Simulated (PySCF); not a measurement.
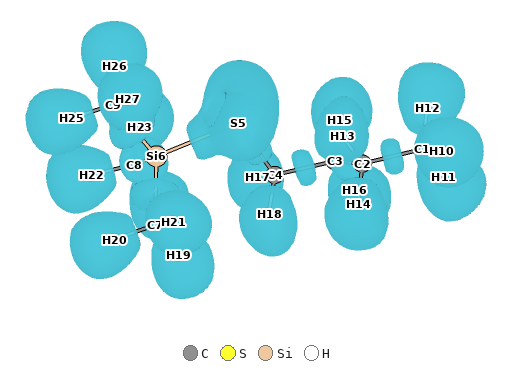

*C7H18SSi (SMILES CCCCS[Si](C)(C)C). Isosurface of the ELF at 0.8 (cyan), seen from one side. Only the valence region is drawn (cores and ρ < 0.01 e/Å³ removed).*

Geometry: GFN2-xTB.

Method: KT2/6-31G*, SCF density, gas phase, non-relativistic (PySCF 2.14.0).

```yaml
atoms:
  - { symbol: C, position_ang: [4.4371, -0.0047, 0.0810] }
  - { symbol: C, position_ang: [2.9543, 0.3401, 0.0398] }
  - { symbol: C, position_ang: [2.1269, -0.6228, 0.8865] }
  - { symbol: C, position_ang: [0.6420, -0.3003, 0.8446] }
  - { symbol: S, position_ang: [-0.0385, -0.5893, -0.8356] }
  - { symbol: Si, position_ang: [-2.1080, 0.0037, -0.5389] }
  - { symbol: C, position_ang: [-2.1813, 1.8460, -0.0478] }
  - { symbol: C, position_ang: [-2.8908, -1.0675, 0.8325] }
  - { symbol: C, position_ang: [-2.9502, -0.2941, -2.2133] }
  - { symbol: H, position_ang: [5.0084, 0.6906, -0.5294] }
  - { symbol: H, position_ang: [4.8140, 0.0439, 1.1009] }
  - { symbol: H, position_ang: [4.6036, -1.0106, -0.2977] }
  - { symbol: H, position_ang: [2.5953, 0.2966, -0.9898] }
  - { symbol: H, position_ang: [2.8056, 1.3598, 0.4041] }
  - { symbol: H, position_ang: [2.2779, -1.6424, 0.5263] }
  - { symbol: H, position_ang: [2.4616, -0.5776, 1.9271] }
  - { symbol: H, position_ang: [0.0905, -0.9413, 1.5317] }
  - { symbol: H, position_ang: [0.4669, 0.7445, 1.0997] }
  - { symbol: H, position_ang: [-1.7600, 2.0174, 0.9391] }
  - { symbol: H, position_ang: [-3.2073, 2.2003, -0.0288] }
  - { symbol: H, position_ang: [-1.6312, 2.4632, -0.7528] }
  - { symbol: H, position_ang: [-3.9615, -0.8980, 0.8914] }
  - { symbol: H, position_ang: [-2.7334, -2.1260, 0.6444] }
  - { symbol: H, position_ang: [-2.4711, -0.8402, 1.8087] }
  - { symbol: H, position_ang: [-3.9990, -0.0197, -2.1699] }
  - { symbol: H, position_ang: [-2.8889, -1.3375, -2.5049] }
  - { symbol: H, position_ang: [-2.4828, 0.2923, -2.9976] }
```

> Describe the localisation domains.

At this value the surface marks out three regions between bonded C–C atoms (shared pairs), one region between bonded C–S atoms (shared pairs), three regions between bonded C–Si atoms (shared pairs), 18 regions around hydrogen nuclei and one region on S in which the atom's valence shell and bonds are merged.

Values along the shortest contacts:
C–C (1.52 Å): the ELF peaks at about 0.95 between the atoms (a shared electron pair). C–S (1.84 Å): the ELF peaks at about 0.90 between the atoms: a covalent bond.
